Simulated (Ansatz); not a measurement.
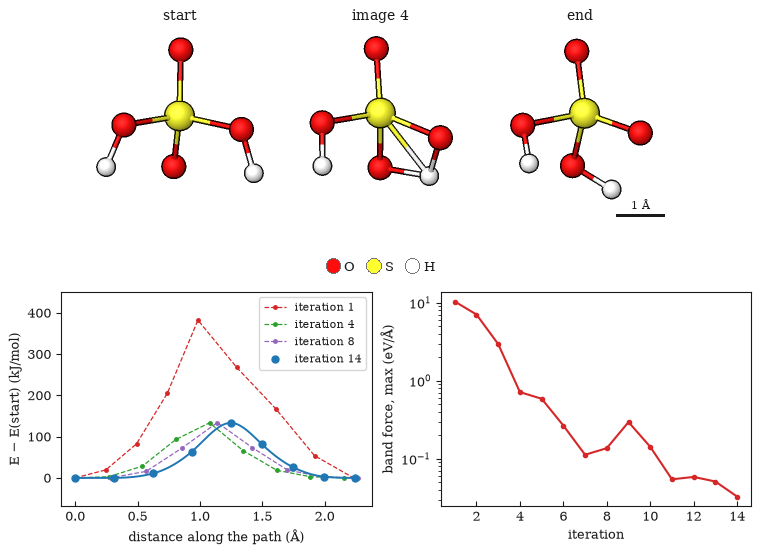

A search for the minimum-energy path of H$_{2}$SO$_{4}$ by the nudged elastic band. Images are numbered from 0 (start) to 8 (end). The plot follows the band through its iterations. The picture is a ball-and-stick view, seen at a tilt.

Computed with Ansatz 0.2.0, RKS PBE0/def2-SVP. Set-up: 7 movable images; climbing image; force threshold 0.05 eV/Å; iteration limit 60; starting path through a guess of the saddle point.

> Did the band converge, and can the barrier be trusted?

The result is final at these settings. The band converged in 14 iterations. The largest component of the band force went from 10 to 0.033 eV/Å. The climbing image converged on the top of the path. Its vibrational analysis gives one imaginary mode (1792i cm⁻¹), as a transition state must have. The first iteration put the highest image at 382.4 kJ/mol. The barrier is about 133.4 kJ/mol in both directions, with image 4 at the top; the ends have nearly the same energy.
